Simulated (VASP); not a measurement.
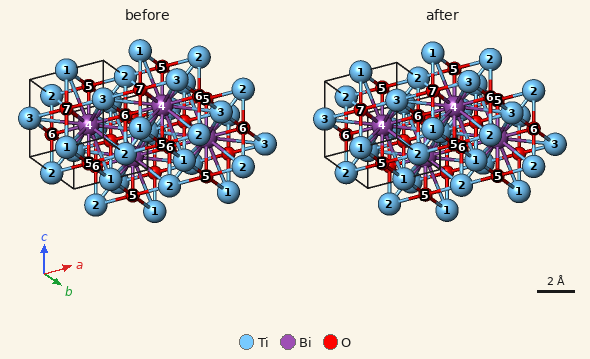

The structure of crystalline Ti3BiO3 (a generated structure, set up in Pm-3m) before (left) and after (right) a relaxation, at one scale.

A ball-and-stick model of the cell of the calculation, repeated 2 × 2 × 1 with one cell outlined, seen from a free direction.

The run lets cell and atoms move.

Method: Kohn-Sham DFT of a periodic cell, PBE, VASP PAW PBE potentials, recommended in VASP 6.6.1.

Input
```
SYSTEM = Ti3BiO3
PREC = Normal
ENCUT = 520
EDIFF = 1E-4
ISMEAR = 0
SIGMA = 0.15
LREAL = .False.
LASPH = .True.
NELM = 60
ALGO = Fast
ISIF = 3
LWAVE = .False.
LCHARG = .False.
GGA = PE
IBRION = 2
NSW = 24
EDIFFG = -0.08
KPAR = 2
```

Run as
```bash
cat potpaw_PBE.64/Ti_sv/POTCAR potpaw_PBE.64/Bi_d/POTCAR potpaw_PBE.64/O/POTCAR > POTCAR
mpirun -np 2 vasp_std > vasp.out
```

Describe what moved and what it gained.

Answer. The atoms keep their places relative to the cell (all moves are under 0.005 Å). Cell: a = b = c 4.680 → 4.579 Å (−2.2 %). Volume −6.3 %. Near-neighbour distances that change, for instance: Ti1–Bi4 3.309 → 3.238 Å, Ti1–O5 2.340 → 2.289 Å, Bi4–O5 2.340 → 2.289 Å. The space group stays Pm-3m (No. 221). The energy falls by 22.6 meV per atom in 2 geometry steps. All forces vanish by symmetry, so only the cell relaxes. Pressure: −6.74 GPa at the start and 0.19 GPa at the end.

Limits of the set-up: an element that often carries a moment was run without spin polarisation.
